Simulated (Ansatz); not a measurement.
**Decaying states in the gap of Cs2SnN2**

Wanted: the relaxed cell of Cs2SnN2, its band edges and its decay constants. It is built by putting Cs for Li, Sn for Hf in the Li2HfN2 structure of space group P-3m1, with the volume rescaled by atomic radii. The parent structure comes from the Materials Project.

Main program and level: Ansatz 0.2.0; LDA DFT, plane waves, PAW files, in the first sound run; inputs show where later runs differ.

The structure was built from a prototype and need not be the compound's stable phase.

## 1. Set-up

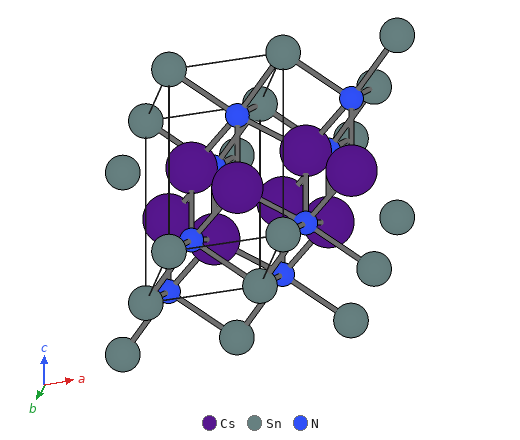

The starting structure, seen from a free direction (caesium purple, tin teal, nitrogen blue). 2×2×1 cells are drawn. Bonds to atoms that aren't drawn are left out. Some periodic images of atoms are drawn too.

Structure file:

```cif
data_structure
_symmetry_space_group_name_H-M 'P-3m1'
_symmetry_Int_Tables_number 164
_cell_length_a 3.9378
_cell_length_b 3.9378
_cell_length_c 6.5976
_cell_angle_alpha 90.000
_cell_angle_beta 90.000
_cell_angle_gamma 120.000
_cell_volume 88.60
loop_
_atom_site_label
_atom_site_type_symbol
_atom_site_symmetry_multiplicity
_atom_site_Wyckoff_symbol
_atom_site_fract_x
_atom_site_fract_y
_atom_site_fract_z
_atom_site_occupancy
Cs1 Cs 2 d 0.66667 0.33333 0.38279 1
Sn1 Sn 1 a 0.00000 0.00000 0.00000 1
N1 N 2 d 0.66667 0.33333 0.77938 1
```

## 2. Relaxing the new crystal

The substituted atoms don't fit the parent's cell, so cell and atoms relax together. A small smearing keeps the run stable in case the gap closes on the way.

input.yaml

```yaml
crystal:
  lattice:
    - [3.9378123599, 0.0, 0.0]
    - [-1.9689061799, 3.410245539, 0.0]
    - [0.0, 0.0, 6.5975601291]
  atoms:
    - { symbol: Cs, position: [0.6666666667, 0.3333333333, 0.38278857] }
    - { symbol: Cs, position: [0.3333333333, 0.6666666667, 0.61721143] }
    - { symbol: Sn, position: [0.0, 0.0, 0.0] }
    - { symbol: "N", position: [0.6666666667, 0.3333333333, 0.77938486] }
    - { symbol: "N", position: [0.3333333333, 0.6666666667, 0.22061514] }
kpoints:
  mp_grid: { grid: [6, 6, 4] }
scf:
  occupations: { method: gaussian, width: 0.03 }
hamiltonian:
  xc: lda
output:
  forces: true
  stress: true
relax:
  f_tol: 0.02
  max_steps: 60
  cell: {}
```

Run with:

```bash
$ ansatz run input.yaml --threads 2 --pin off --max-ram 4096MiB --backend cpu --events-out ev --progress --plain --runs-dir out
```

Numbers of over 12 decimals in the logs are rounded to 6 here.

Log:

```text
Engine: ansatz 0.2.0, x86_64-unknown-linux-gnu
Pseudopotentials: kind: paw
Pseudopotential: Cs, paw, valence charge 9, recommended cutoff 420 eV (normal), Cs.paw.azcp
Pseudopotential: Sn, paw, valence charge 14, recommended cutoff 420 eV (normal), Sn.paw.azcp
Pseudopotential: N, paw, valence charge 5, recommended cutoff 420 eV (normal), N.paw.azcp
Functional definition: SPW92
  exchange = slater_x
  correlation = pw_c
Crystal: 5 atoms, lattice volume = 88.598 Å³
Basis set: ecut = 420 eV, 1763 PW (Γ)
Bands: 26, of which v1, the nominal top of the filled ones, is band 21 counted from 1 (20 counted from 0)
Symmetry: 12 space group operations
Space group: P-3m1 (ITA 164), of the structure as read, at distance tolerance 4.5e-5 Å
k-points: 24 of 144
Non-local potential: Cs, projectors of the file, l = 0: 3, l = 1: 2, l = 2: 2, l = 3: 2
Non-local potential: Sn, projectors of the file, l = 0: 2, l = 1: 2, l = 2: 2, l = 3: 2
Non-local potential: N, projectors of the file, l = 0: 2, l = 1: 2, l = 2: 1
PAW form: soft (Blöchl's): semilocal exchange-correlation on the pseudo side does not see the compensation charge
PAW frozen core: Cs, regenerated for the run's functional, and the local potential with it (the file was generated under x = pbe(κ = 0.804, μ = 0.219515), c = pbe(β = 0.066725))
PAW frozen core: Sn, regenerated for the run's functional, and the local potential with it (the file was generated under x = pbe(κ = 0.804, μ = 0.219515), c = pbe(β = 0.066725))
PAW frozen core: N, regenerated for the run's functional, and the local potential with it (the file was generated under x = pbe(κ = 0.804, μ = 0.219515), c = pbe(β = 0.066725))
PAW one-centre angular grid: Cs, 194 points (default); XC on 64 Gauss nodes
PAW one-centre angular grid: Sn, 590 points (default); XC on 64 Gauss nodes
PAW one-centre angular grid: N, 110 points (default); XC on 64 Gauss nodes
Initial density: superposition of atomic densities (neutral atoms: chi_scale 0, normalization atom), corrected by the library's trained network
Initial wavefunctions: pseudopotential atomic-orbital guess
Functional: x = slater, c = lda
SCF iter   1: F=—  HF=-17629.542857 eV  |F-HF|=—  |Δ(HF+E_count)|=         —  Δρ=3.17e-2  dr2=2.06e0  ethr=1.77e-3  ⟨swp⟩=7.8  Hψ=3308  notcnv=0
preconditioner: auto → Kerker (q_TF=auto, 2.409 Å⁻¹)  [metal: Δε(μ)=0.017 eV  Ē_g=14.335 eV  σ=0.030 eV  W_gap=0.31  n_scr=22 (ndim 8)  ℏωp=25.6 eV  f_vac=0.000  D(μ)=3.73/eV (n_scr^D=34)]
SCF iter   2: F=—  HF=-17629.219334 eV  |F-HF|=—  |Δ(HF+E_count)|=   3.24e-1  Δρ=1.68e-2  dr2=7.40e-1  ethr=1.77e-3  ⟨swp⟩=2.0  Hψ=910  notcnv=0  defer=23
SCF iter   3: F=—  HF=-17629.043975 eV  |F-HF|=—  |Δ(HF+E_count)|=   1.75e-1  Δρ=3.15e-3  dr2=4.86e-2  ethr=1.76e-3  ⟨swp⟩=2.0  Hψ=1021  notcnv=0  defer=23
SCF iter   4: F=—  HF=-17629.032930 eV  |F-HF|=—  |Δ(HF+E_count)|=   1.10e-2  Δρ=1.11e-3  dr2=3.86e-3  ethr=1.16e-4  ⟨swp⟩=2.7  Hψ=1037  notcnv=0  defer=23
SCF iter   5: F=—  HF=-17629.031908 eV  |F-HF|=—  |Δ(HF+E_count)|=   1.02e-3  Δρ=5.13e-4  dr2=7.18e-4  ethr=9.18e-6  ⟨swp⟩=2.2  Hψ=1170  notcnv=0  defer=23
SCF iter   6: F=—  HF=-17629.031691 eV  |F-HF|=—  |Δ(HF+E_count)|=   2.17e-4  Δρ=1.59e-4  dr2=4.65e-5  ethr=1.71e-6  ⟨swp⟩=2.0  Hψ=1076  notcnv=0  defer=23
SCF iter   7: F=—  HF=-17629.031682 eV  |F-HF|=—  |Δ(HF+E_count)|=   9.03e-6  Δρ=4.05e-5  dr2=2.06e-6  ethr=1.11e-7  ⟨swp⟩=2.0  Hψ=1047  notcnv=0  defer=23
SCF iter   8: F=—  HF=-17629.031682 eV  |F-HF|=—  |Δ(HF+E_count)|=   2.52e-7  Δρ=9.63e-6  dr2=1.46e-7  ethr=4.91e-9  ⟨swp⟩=2.5  Hψ=996  notcnv=0  defer=23
SCF iter   9: F=-17629.031682 eV  HF=-17629.031682 eV  |F-HF|=3.98e-9  |Δ(HF+E_count)|=   2.46e-8  Δρ=2.21e-6  dr2=7.37e-9  ethr=2.38e-10  ⟨swp⟩=4.0  Hψ=2215  notcnv=0
SCF 1 converged in 9 iterations: F = -17629.031682 eV  dr2 = 7.37e-9
  greatest PAW one-centre occupation: 0.994 electrons in one spin orbital (limit 2), on the Sn atom at site 2 (counted from 0), in its partial waves of l = 2
relax step   1: F+E_penalty+E_count = -17629.03168153 eV  Δ(F+E_penalty+E_count) = +0.000e0 eV  max|allowed force component| = 5.731e0 eV/Å  Δτ_max = 0.0000 Å  P = +24.873 GPa  Ω = 88.598 Å³  (9 SCF iters, dr2 threshold 1.00e-7 eV, accepted)
Crystal: 5 atoms, lattice volume = 95.204 Å³
Basis set: ecut = 420 eV, 1859 PW (Γ)
Initial density: handed on by an earlier stage of this run
Initial wavefunctions: those handed on with the density
iter 1 solved again at ethr=2.55e-3 eV; its pass at ethr=3.10e-3 eV (dr2=1.07e0 eV) is discarded
SCF iter   1: F=—  HF=-17632.137645 eV  |F-HF|=—  |Δ(HF+E_count)|=         —  Δρ=1.55e-2  dr2=1.07e0  ethr=2.55e-3  ⟨swp⟩=1.0  Hψ=3688  notcnv=0
preconditioner: auto → Kerker (q_TF=auto, 2.380 Å⁻¹)  [metal: Δε(μ)=0.020 eV  Ē_g=14.203 eV  σ=0.030 eV  W_gap=0.36  n_scr=22 (ndim 8)  ℏωp=24.7 eV  f_vac=0.001  D(μ)=2.20/eV (n_scr^D=22)]
SCF iter   2: F=—  HF=-17632.012485 eV  |F-HF|=—  |Δ(HF+E_count)|=   1.25e-1  Δρ=9.60e-3  dr2=6.00e-1  ethr=2.54e-3  ⟨swp⟩=1.0  Hψ=624  notcnv=0
preconditioner: auto → Resta (q_TF=auto, 2.380 Å⁻¹)  ε∞=4.0  [insulator: Δε(μ)=0.037 eV  Ē_g=14.205 eV  σ=0.030 eV  W_gap=0.58  n_scr=22 (ndim 8)  ℏωp=24.7 eV  f_vac=0.000  D(μ)=1.64/eV (n_scr^D=2)  ε∞_Penn≈4.0]
SCF iter   3: F=—  HF=-17631.862049 eV  |F-HF|=—  |Δ(HF+E_count)|=   1.50e-1  Δρ=2.89e-3  dr2=7.29e-3  ethr=1.43e-3  ⟨swp⟩=2.4  Hψ=1036  notcnv=0
SCF iter   4: F=—  HF=-17631.860070 eV  |F-HF|=—  |Δ(HF+E_count)|=   1.98e-3  Δρ=5.83e-4  dr2=5.24e-4  ethr=1.74e-5  ⟨swp⟩=2.8  Hψ=1344  notcnv=0  defer=19
SCF iter   5: F=—  HF=-17631.859925 eV  |F-HF|=—  |Δ(HF+E_count)|=   1.46e-4  Δρ=1.77e-4  dr2=4.35e-5  ethr=1.25e-6  ⟨swp⟩=2.0  Hψ=1075  notcnv=0  defer=19
SCF iter   6: F=—  HF=-17631.859919 eV  |F-HF|=—  |Δ(HF+E_count)|=   5.27e-6  Δρ=4.70e-5  dr2=3.26e-6  ethr=1.04e-7  ⟨swp⟩=2.0  Hψ=1077  notcnv=0  defer=19
SCF iter   7: F=-17631.859920 eV  HF=-17631.859920 eV  |F-HF|=1.97e-8  |Δ(HF+E_count)|=   4.87e-7  Δρ=8.72e-6  dr2=9.49e-8  ethr=1.19e-9  ⟨swp⟩=4.4  Hψ=2249  notcnv=0
SCF 2 converged in 7 iterations: F = -17631.859920 eV  dr2 = 9.49e-8
relax step   2: F+E_penalty+E_count = -17631.85991980 eV  Δ(F+E_penalty+E_count) = -2.828e0 eV  max|allowed force component| = 2.683e0 eV/Å  Δτ_max = 0.1950 Å  P = +9.284 GPa  Ω = 95.204 Å³  energy of the carried Pulay correction = -1.117e-2 eV  (7 SCF iters, dr2 threshold 5.00e-7 eV, accepted)
Crystal: 5 atoms, lattice volume = 97.535 Å³
Basis set: ecut = 420 eV, 1943 PW (Γ)
iter 1 solved again at ethr=5.52e-4 eV; its pass at ethr=3.10e-3 eV (dr2=2.32e-1 eV) is discarded
[...]
relax step  14: F+E_penalty+E_count = -17635.88416852 eV  Δ(F+E_penalty+E_count) = -1.494e-1 eV  max|allowed force component| = 2.164e-2 eV/Å  Δτ_max = 0.0339 Å  P = +1.828 GPa  Ω = 96.114 Å³  energy of the carried Pulay correction = -4.831e-3 eV  (6 SCF iters, dr2 threshold 5.00e-7 eV, accepted)
relax step  15: F+E_penalty+E_count = -17635.95205449 eV  Δ(F+E_penalty+E_count) = -6.789e-2 eV  max|allowed force component| = 7.648e-2 eV/Å  Δτ_max = 0.0466 Å  P = +0.840 GPa  Ω = 98.768 Å³  energy of the carried Pulay correction = -1.131e-2 eV  (6 SCF iters, dr2 threshold 5.00e-7 eV, accepted)
relax step  16: F+E_penalty+E_count = -17635.96351128 eV  Δ(F+E_penalty+E_count) = -1.146e-2 eV  max|allowed force component| = 5.144e-2 eV/Å  Δτ_max = 0.0482 Å  P = +0.109 GPa  Ω = 101.643 Å³  energy of the carried Pulay correction = -1.956e-2 eV  (6 SCF iters, dr2 threshold 5.00e-7 eV, accepted)
relax step  17: F+E_penalty+E_count = -17635.96445885 eV  Δ(F+E_penalty+E_count) = -9.476e-4 eV  max|allowed force component| = 4.450e-3 eV/Å  Δτ_max = 0.0080 Å  P = -0.059 GPa  Ω = 101.486 Å³  energy of the carried Pulay correction = -1.908e-2 eV  (6 SCF iters, dr2 threshold 2.61e-7 eV, accepted)
relax step  18: F+E_penalty+E_count = -17635.96462654 eV  Δ(F+E_penalty+E_count) = -1.677e-4 eV  max|allowed force component| = 1.856e-4 eV/Å  Δτ_max = 0.0002 Å  P = -0.010 GPa  Ω = 101.434 Å³  energy of the carried Pulay correction = -1.893e-2 eV  (6 SCF iters, dr2 threshold 9.78e-9 eV, accepted)
relax step  19: F+E_penalty+E_count = -17636.00306332 eV  Δ(F+E_penalty+E_count) = -3.844e-2 eV  max|allowed force component| = 2.173e-3 eV/Å  Δτ_max = 0.0000 Å  P = +0.184 GPa  Ω = 101.434 Å³  stress off target by 7.34e-1 GPa  SCF on the basis re-selected at this cell (its energy is not comparable with the rows above)  (7 SCF iters)
relax step  20: F+E_penalty+E_count = -17636.00540955 eV  Δ(F+E_penalty+E_count) = -2.346e-3 eV  max|allowed force component| = 6.311e-3 eV/Å  Δτ_max = 0.0314 Å  P = +0.055 GPa  Ω = 103.118 Å³  energy of the carried Pulay correction = -3.237e-3 eV  (6 SCF iters, dr2 threshold 5.00e-7 eV, accepted)
relax step  21: F+E_penalty+E_count = -17636.00455462 eV  Δ(F+E_penalty+E_count) = +8.549e-4 eV  max|allowed force component| = 1.845e-3 eV/Å  Δτ_max = 0.0112 Å  P = +0.021 GPa  Ω = 103.733 Å³  energy of the carried Pulay correction = -4.486e-3 eV  (6 SCF iters, dr2 threshold 3.66e-8 eV, accepted)
relax step  22: F+E_penalty+E_count = -17636.00425954 eV  Δ(F+E_penalty+E_count) = +2.951e-4 eV  max|allowed force component| = 4.043e-4 eV/Å  Δτ_max = 0.0024 Å  P = +0.002 GPa  Ω = 103.884 Å³  energy of the carried Pulay correction = -4.799e-3 eV  (7 SCF iters, accepted)
relax step  23: F+E_penalty+E_count = -17636.00970667 eV  Δ(F+E_penalty+E_count) = -5.447e-3 eV  max|allowed force component| = 3.244e-4 eV/Å  Δτ_max = 0.0000 Å  P = +0.015 GPa  Ω = 103.884 Å³  stress off target by 8.73e-2 GPa  SCF on the basis re-selected at this cell (its energy is not comparable with the rows above)  (6 SCF iters)
relax step  24: F+E_penalty+E_count = -17636.00914424 eV  Δ(F+E_penalty+E_count) = +5.624e-4 eV  max|allowed force component| = 3.451e-3 eV/Å  Δτ_max = 0.0072 Å  P = +0.004 GPa  Ω = 104.274 Å³  energy of the carried Pulay correction = -6.998e-4 eV  (7 SCF iters, dr2 threshold 1.90e-8 eV, accepted)
iter 1 solved again at ethr=2.52e-6 eV; its pass at ethr=3.10e-3 eV (dr2=1.06e-3 eV) is discarded
SCF iter   1: F=—  HF=-17636.009899 eV  |F-HF|=—  |Δ(HF+E_count)|=         —  Δρ=2.36e-5  dr2=1.10e-7  ethr=2.52e-6  ⟨swp⟩=2.9  Hψ=5128  notcnv=0
eigensolver tolerance schedule: the retry pair's looser diagonalisation over-reported the residual by 9602.74 of it (diagonalisation noise at an unbounded share of the residual, at the tolerance the schedule requests for it); recorded, not acted on — ethr = c·dr2/N_el stays at c = 1.0e-1
preconditioner: auto → Resta (q_TF=auto, 2.345 Å⁻¹)  ε∞=3.7  [insulator: Δε(μ)=0.376 eV  Ē_g=14.326 eV  σ=0.030 eV  W_gap=1.00  n_scr=24 (ndim 8)  ℏωp=23.6 eV  f_vac=0.011  D(μ)=0.00/eV (n_scr^D=0)  ε∞_Penn≈3.7]
SCF iter   2: F=—  HF=-17636.009901 eV  |F-HF|=—  |Δ(HF+E_count)|=   2.62e-6  Δρ=1.23e-5  dr2=6.00e-8  ethr=2.62e-10  ⟨swp⟩=3.2  Hψ=1490  notcnv=0
SCF iter   3: F=—  HF=-17636.009901 eV  |F-HF|=—  |Δ(HF+E_count)|=   1.11e-8  Δρ=6.25e-6  dr2=1.43e-8  ethr=1.43e-10  ⟨swp⟩=2.0  Hψ=747  notcnv=0
SCF iter   4: F=—  HF=-17636.009901 eV  |F-HF|=—  |Δ(HF+E_count)|=   4.04e-9  Δρ=5.56e-7  dr2=4.14e-10  ethr=3.40e-11  ⟨swp⟩=2.0  Hψ=750  notcnv=0
SCF iter   5: F=-17636.009901 eV  HF=-17636.009901 eV  |F-HF|=1.82e-11  |Δ(HF+E_count)|=  1.09e-11  Δρ=1.81e-7  dr2=3.36e-11  ethr=1.00e-12  ⟨swp⟩=3.5  Hψ=2755  notcnv=0
SCF 25 converged in 5 iterations: F = -17636.009901 eV  dr2 = 3.36e-11
relax step  25: F+E_penalty+E_count = -17636.00990133 eV  Δ(F+E_penalty+E_count) = -7.571e-4 eV  max|allowed force component| = 3.456e-3 eV/Å  Δτ_max = 0.0000 Å  P = +0.005 GPa  Ω = 104.274 Å³  stress off target by 2.38e-2 GPa  SCF on the basis re-selected at this cell (its energy is not comparable with the rows above)  (5 SCF iters)
basis re-selected at this cell: Δ(F+E_penalty+E_count) = -7.571e-4 eV, ΔP = +0.001 GPa vs the last step (what re-selecting the basis moved, of the pressure what is left beyond the Pulay correction that the steps carried, after the strain that the cell walked since its last selection, with what the two solves' SCF thresholds leave and, on support functions, any second-order correction that the steps lacked; it is no m [...]
SCF converged after 5 iterations
Free energy (F): -17636.009901 eV
Harris-Foulkes:  -17636.009901 eV  (|F-HF|=1.82e-11)
Internal energy: -17636.009901 eV  (E = F + TS)
E sigma→0 (E₀):  -17636.009901 eV
Fermi energy:    10.539205 eV
--- Per-component energies (eV) ---
  E_band       = -47.379576
  E_kinetic    = 737.634904
  E_local      = -3395.950378  (includes V_loc(G=0)·N_el)
  E_nonlocal   = 134.390661
  E_hartree    = 1717.589513
  E_xc         = -845.643059
  E_vxc        = -507.348800  (∫ρ·V_xc dr)
  E_paw        = -14042.881882  (= ΣΔE_a)
  E_vpaw       = -451.284982  (= ΣTr[D̂ρ^β])
  E_aug_tail   = 0.000168  (compensation charges beyond the density's cutoff)
  E_ewald      = -1942.275926
  E_core_change = 1.126099  (= ΣΔE_core)
  E_smearing   = -0.000000  (= −TS)
  E_closure    = 0.000000  (closes the sum)
  Σ components = -17636.009901   (vs F -17636.009901, Δ=0.00e0)
--- Forces (eV/Å), atoms counted from 1 ---
  atom   1  Cs     0.00000000     0.00000000    -0.00134291
  atom   2  Cs    -0.00000000    -0.00000000     0.00134291
  atom   3  Sn    -0.00000000     0.00000000     0.00000000
  atom   4  N      0.00000000     0.00000000    -0.00345612
  atom   5  N     -0.00000000    -0.00000000     0.00345612
  max |Σ_I F_I| component: 4.63e-18 eV/Å
--- Stress (GPa, compression-positive) ---
       -0.004465      -0.000000       0.000000
       -0.000000      -0.004465       0.000000
        0.000000       0.000000       0.023763
  P = ⅓ Tr σ = 0.0049 GPa (0.049 kbar)
--- Relaxed structure (21 steps of the walk, 20 accepted, 4 SCFs on fresh bases) ---
  F+E_penalty+E_count = -17636.00990133 eV   max|allowed force component| = 3.456e-3 eV/Å   (the final SCF, on the basis selected at the relaxed cell)
  cell:  # Å, volume = 104.2735 Å³
    - [3.464378, -2.5396794125330802e-11, 1.5157916326711417e-16]
    - [-1.732189, 3.000239, -1.0105277551169456e-16]
    - [2.5396147722967346e-16, -4.8874909083264646e-17, 10.032126]
  atoms:
    - { symbol: Cs, position: [0.666667, 0.333333, 0.301683] }
    - { symbol: Cs, position: [0.333333, 0.666667, 0.698317] }
    - { symbol: Sn, position: [0, 0, 1.894768793939459e-18] }
    - { symbol: N, position: [0.666667, 0.333333, 0.888168] }
    - { symbol: N, position: [0.333333, 0.666667, 0.111832] }
```

Run time: 46 s. Hardware: 2 threads of Intel Xeon Platinum 8175M at 2.50GHz (Skylake/Cascade Lake), shared host; peak memory 0.48 GiB.

The steps of the relaxation (22 of 25):

| step | energy less that of the first step (eV) | largest force component (eV/Å) | pressure (GPa) | volume (Å³) |
| --- | --- | --- | --- | --- |
| 1 | 0.0000 | 5.7312 | 24.87 | 88.60 |
| 2 | -2.8282 | 2.6825 | 9.28 | 95.20 |
| 3 | -4.1391 | 1.7178 | 4.00 | 97.53 |
| 4 | -4.9836 | 0.8015 | 1.18 | 98.58 |
| 6 | -5.8497 | 0.2451 | -0.81 | 98.21 |
| 7 | -6.1598 | 0.2900 | 1.34 | 94.77 |
| 8 | -6.2709 | 0.2410 | -0.73 | 94.60 |
| 9 | -6.1574 | 0.8898 | 3.46 | 90.17 |
| 10 | -6.2805 | 0.0134 | 0.07 | 93.81 |
| 11 | -6.2804 | 0.0025 | -0.04 | 93.88 |
| 12 | -6.2805 | 0.0022 | 0.01 | 93.83 |
| 14 | -6.8525 | 0.0216 | 1.83 | 96.11 |
| 15 | -6.9204 | 0.0765 | 0.84 | 98.77 |
| 16 | -6.9318 | 0.0514 | 0.11 | 101.64 |
| 17 | -6.9328 | 0.0044 | -0.06 | 101.49 |
| 18 | -6.9329 | 0.0002 | -0.01 | 101.43 |
| 19* | -6.9714 | 0.0022 | 0.18 | 101.43 |
| 20 | -6.9737 | 0.0063 | 0.05 | 103.12 |
| 22 | -6.9726 | 0.0004 | 0.00 | 103.88 |
| 23* | -6.9780 | 0.0003 | 0.01 | 103.88 |
| 24 | -6.9775 | 0.0035 | 0.00 | 104.27 |
| 25* | -6.9782 | 0.0035 | 0.00 | 104.27 |

Relaxation steps marked * repeat the geometry before them on a plane-wave basis chosen anew for their cell, so energy and pressure can jump there. Other such steps can lie between the rows shown. Relaxation step 9 was tried and not accepted.

The run keeps the 12 symmetry operations that it works with, so distortions that break them were not tested.

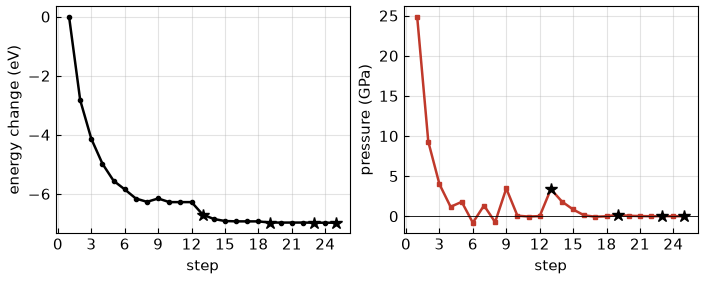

Energy and pressure along the relaxation. Stars mark steps on a basis chosen anew.

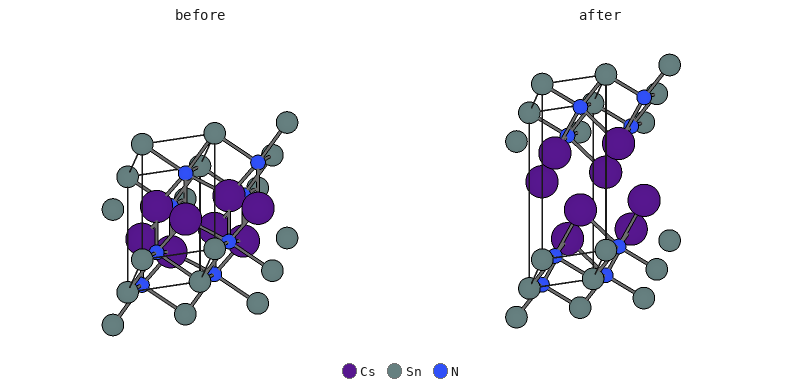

The structure before and after the relaxation, drawn at the same scale. Bonds to atoms that aren't drawn are left out.

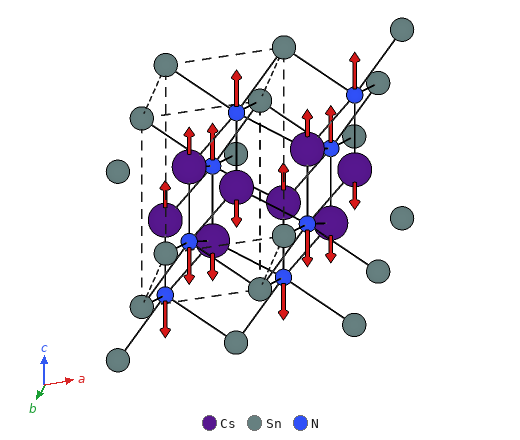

Displacements in the relaxation, exaggerated, measured against the changing cell; the longest in the cell stands for 1.09 Å. Bonds to atoms that aren't drawn are left out. 2×2×1 cells are drawn. Some periodic images of atoms are drawn too.

| cell as run | before | after | change |
| --- | --- | --- | --- |
| a (Å) | 3.938 | 3.464 | -12.0 % |
| b (Å) | 3.938 | 3.464 | -12.0 % |
| c (Å) | 6.598 | 10.032 | +52.1 % |
| volume (Å³/atom) | 17.72 | 20.85 | +17.7 % |

The atoms that moved most (Å, as changes of fractional coordinates times the final cell):

| atom | dx | dy | dz | length |
| --- | --- | --- | --- | --- |
| N4 | 0.000 | 0.000 | 1.091 | 1.091 |
| N5 | 0.000 | 0.000 | -1.091 | 1.091 |
| Cs2 | 0.000 | 0.000 | 0.814 | 0.814 |
| Cs1 | 0.000 | 0.000 | -0.814 | 0.814 |

Final coordinates:

```cif
data_structure
_symmetry_space_group_name_H-M 'P 1'
_symmetry_Int_Tables_number 1
_cell_length_a 3.4644
_cell_length_b 3.4644
_cell_length_c 10.0321
_cell_angle_alpha 90.000
_cell_angle_beta 90.000
_cell_angle_gamma 120.000
_cell_volume 104.27
loop_
_atom_site_label
_atom_site_type_symbol
_atom_site_fract_x
_atom_site_fract_y
_atom_site_fract_z
_atom_site_occupancy
Cs1 Cs 0.66667 0.33333 0.30168 1
Cs2 Cs 0.33333 0.66667 0.69832 1
Sn3 Sn 0.00000 0.00000 0.00000 1
N4 N 0.66667 0.33333 0.88817 1
N5 N 0.33333 0.66667 0.11183 1
```

Numbers from this step:

* free energy: -17636.0099 eV
* Fermi energy: 10.54 eV
* pressure: 0.004944 GPa

The largest force component on a free atom ends at 0.0035 eV/Å.

[end of part 1 of 5]

[Logs are printed without paths, hosts, clocks, repeated set-up lines and the standing remarks that a program may print on its own settings, such as how far it seeks lower states.]

[Hosts, paths, dates, database ids (printed as entryN), source tags and the programs' standing remarks are cut or masked in the printed files.]
